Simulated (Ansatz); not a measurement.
# AlFH3Sb: rigid scan of one bond length

How does the energy of AlFH3Sb change as one bond is stretched? A script is to give a rigid scan of one bond length; the system is AlFH3Sb.

Computed with Ansatz 0.2.0, driven from Python. Level of theory: CAM-B3LYP/def2-SVP.

## Step 1: Starting point

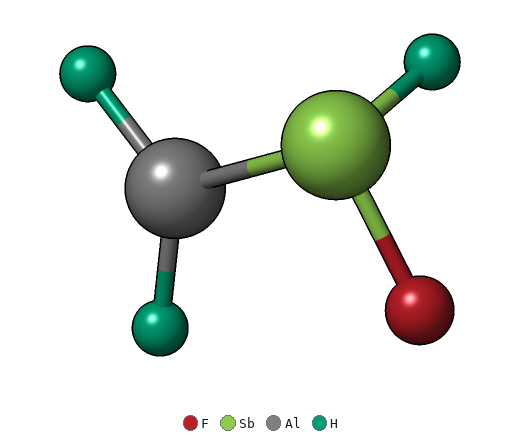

The starting structure, viewed from a chosen angle; fluorine red, antimony green, aluminium grey, hydrogen teal.

No structure file is read: the coordinates are typed or built in the script.

## Step 2: Script

The input, run_scan.py:

```python
'''Stretching a bond of AlFH3Sb, the rest held rigid.'''

import logging
import sys

import ansatz as az
import matplotlib.pyplot as plt
import numpy as np

logging.basicConfig(stream=sys.stdout, format='%(levelname)s %(message)s')
log = logging.getLogger('run')
log.setLevel(logging.INFO)

params = {
    'basis': 'def2-SVP',
    'functional': 'CAM-B3LYP',
}

GEOMETRY = '''
F    -1.23370   -1.52870    1.32320
Sb    0.12260   -1.63260   -0.09760
Al    0.58990    0.96650    0.01870
H    -0.96070   -1.37800   -1.40160
H     1.48090    1.66520   -1.13270
H     0.04310    1.84350    1.24390
'''

geometry = az.Crystal.molecule()
for line in GEOMETRY.strip().splitlines():
    symbol, *xyz = line.split()
    geometry = geometry.atom(symbol, [float(v) for v in xyz])

symbols = [site.symbol for site in geometry.cartesian_sites]
start = np.array([site.position_ang for site in geometry.cartesian_sites])
axis = (start[3] - start[1]) / np.linalg.norm(start[3] - start[1])
moving = [3]
lengths, energies = [1.46, 1.58, 1.71, 1.89, 2.14, 2.57, 3.09, 3.77], []
for length in lengths:
    xyz = start.copy()
    xyz[moving] += (length - np.linalg.norm(start[3] - start[1])) * axis
    point = az.Crystal.molecule()
    for symbol, place in zip(symbols, xyz):
        point = point.atom(symbol, place.tolist())
    job = point.calculation()
    job = job.basis(gaussian=params['basis'])
    job = job.functional(params['functional'])
    job = job.spin('collinear')
    summary = job.run().report
    energies.append(summary['free_energy_ev'])
    log.info(f'r = {length:6.3f} A  E = {energies[-1]:.5f} eV  <S^2> = {abs(summary["mean_field"]["state"]["spin_squared"]):.3f}')

print('energy above the lowest point (eV):', [round(e - min(energies), 3) for e in energies])
plt.figure(figsize=(4.5, 3))
plt.plot(lengths, np.array(energies) - min(energies), 'o-')
plt.xlabel('bond length (A)')
plt.ylabel('E - E(min) (eV)')
plt.tight_layout()
plt.savefig('scan.png', dpi=100)
```

## Step 3: What the engine is handed

The package turns the script's settings into the engine's input (first run):

```yaml
crystal:
  periodic: [false, false, false]
  atoms:
    - { symbol: F, position_ang: [-1.2337, -1.5287, 1.3232] }
    - { symbol: Sb, position_ang: [0.1226, -1.6326, -0.0976] }
    - { symbol: Al, position_ang: [0.5899, 0.9665, 0.0187] }
    - { symbol: H, position_ang: [-0.8000104152672071, -1.4157656865807893, -1.2081732313379838] }
    - { symbol: H, position_ang: [1.4809, 1.6652, -1.1327] }
    - { symbol: H, position_ang: [0.0431, 1.8435, 1.2439] }
basis:
  gaussian:
    orbitals: def2-SVP
hamiltonian:
  xc: cam_b3lyp
magnetization:
  spin_polarized: true
```

## Step 4: The run

Launch:

```sh
> python run_scan.py
```

The log of the run:

```text
INFO r =  1.460 A  E = -15894.05928 eV  <S^2> = 0.000
INFO r =  1.580 A  E = -15894.58005 eV  <S^2> = 0.000
INFO r =  1.710 A  E = -15894.74856 eV  <S^2> = 0.000
INFO r =  1.890 A  E = -15894.59476 eV  <S^2> = 0.000
INFO r =  2.140 A  E = -15894.04036 eV  <S^2> = 0.000
INFO r =  2.570 A  E = -15892.90997 eV  <S^2> = 0.184
INFO r =  3.090 A  E = -15892.22681 eV  <S^2> = 0.758
INFO r =  3.770 A  E = -15891.98519 eV  <S^2> = 0.960
energy above the lowest point (eV): [0.689, 0.169, 0.0, 0.154, 0.708, 1.839, 2.522, 2.763]
```

It took 56 s on 1 thread of Arm Neoverse V1, shared host; peak memory 0.33 GiB.

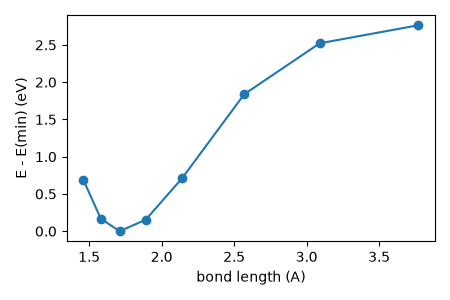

scan.png, as the script drew it.

## Step 5: What changed from run to run

The engine's inputs for some of the other runs:

Run 4, against run 1:

```diff
@@ -7 +7 @@
-    - { symbol: H, position_ang: [-0.8000104152672071, -1.4157656865807893, -1.2081732313379838] }
+    - { symbol: H, position_ang: [-1.0717381403116584, -1.3519035257792409, -1.5352598679649243] }
```

Run 5, against run 1:

```diff
@@ -7 +7 @@
-    - { symbol: H, position_ang: [-0.8000104152672071, -1.4157656865807893, -1.2081732313379838] }
+    - { symbol: H, position_ang: [-1.2297193758026186, -1.3147743625225266, -1.725426517166634] }
```

Run 8, against run 1:

```diff
@@ -7 +7 @@
-    - { symbol: H, position_ang: [-0.8000104152672071, -1.4157656865807893, -1.2081732313379838] }
+    - { symbol: H, position_ang: [-2.2597570312036783, -1.0726922180887501, -2.9653130699617805] }
```

## Step 6: The engine's runs

One row for each of the 8 runs:

```tsv
run	distance (Å)	energy from run 3 (eV)	<S²>	SCF cycles	CPU time (s)
1	1.46	0.6893	0.00	19	4.6
2	1.58	0.1685	0.00	17	4.3
3	1.71	0.0000	0.00	18	4.4
4	1.89	0.1538	0.00	18	4.4
5	2.14	0.7082	0.00	17	4.4
6	2.57	1.8386	0.18	31	11
7	3.09	2.5218	0.76	56	11
8	3.77	2.7634	0.96	59	11
```

## Step 7: What came out

| quantity | value |
| --- | --- |
| runs compared | 8 |
| range of energy | 2.763 eV |
| lowest point, distance (Å) | 1.71 |

**Reading.** The curve has its lowest point inside the range, at 1.71. The ends stand 0.689 and 2.76 eV above it. The distance scanned is the script's pair 1, 3. <S²> moves from 0.00 to 0.96: along the scan the mean field breaks spin symmetry. Caveats:
- The rest of the molecule is held rigid at a force-field or estimated start geometry, and the basis set is modest; single-reference methods fail as a bond breaks.
- def2 sets replace the cores of elements past krypton by effective core potentials.
